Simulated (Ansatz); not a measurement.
ZrPbO$_{3}$ (space group Amm2)

```cif
data_O6Pb2Zr2
_chemical_formula_sum 'Zr2 Pb2 O6'
_space_group_name_H-M_alt 'Amm2'
_space_group_IT_number 38
_space_group_name_Hall 'A 2 -2'
_cell_length_a 4.11534
_cell_length_b 5.86160
_cell_length_c 5.99512
_cell_angle_alpha 90.000
_cell_angle_beta 90.000
_cell_angle_gamma 90.000
loop_
_atom_site_label
_atom_site_type_symbol
_atom_site_symmetry_multiplicity
_atom_site_Wyckoff_symbol
_atom_site_fract_x
_atom_site_fract_y
_atom_site_fract_z
_atom_site_occupancy
Zr1 Zr 2 b 0.50000 0.50000 0.00765 1
Pb1 Pb 2 a 0.00000 0.00000 0.95022 1
O1 O 4 e 0.50000 0.26627 0.29559 1
O2 O 2 a 0.00000 0.00000 0.55794 1
```
(The calculation used a cell of 5 atoms; values per cell refer to that cell.)

This relaxed cell (volume V₀) is scaled evenly in all directions, its shape held. The atoms relax within the cell's symmetry.

Computed with PBEsol (plane waves to 420 eV, PAW, scalar-relativistic; Ansatz, an electronic-structure program). k mesh 8×8×8 (Γ-centred), Fermi-Dirac smearing 0.05 eV. Energies are smeared free energies. With the shape held, the modulus is that of even scaling; a crystal free to change shape is softer. Spin-orbit coupling is left out, though Pb is heavy. This is one of several known forms of ZrPbO3; the measured ambient cells at hand have space group No. 55. ZrPbO3 is run without spin polarisation. ZrPbO3 was relaxed with its symmetry unable to fall. The zero of ΔE is the relaxed starting cell.

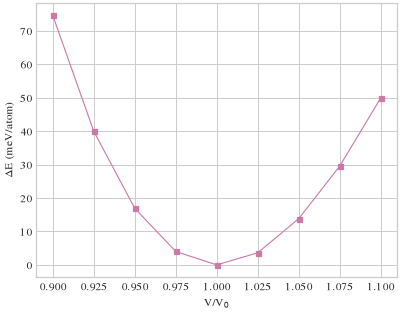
Fig. 1. ΔE (meV/atom) against V/V₀; one marker a computed point.

Q: What is ΔE at V/V₀ = 1.100?

A: About 50 meV/atom.

Q: What is ΔE at V/V₀ = 0.900?

A: About 75 meV/atom.

Q: What bulk modulus at fixed cell shape B₀ follows from a third-order Birch-Murnaghan fit?

A: About 130 GPa.

(Under strain, the slope of the energy per volume gives the stress and its curvature an elastic modulus.)
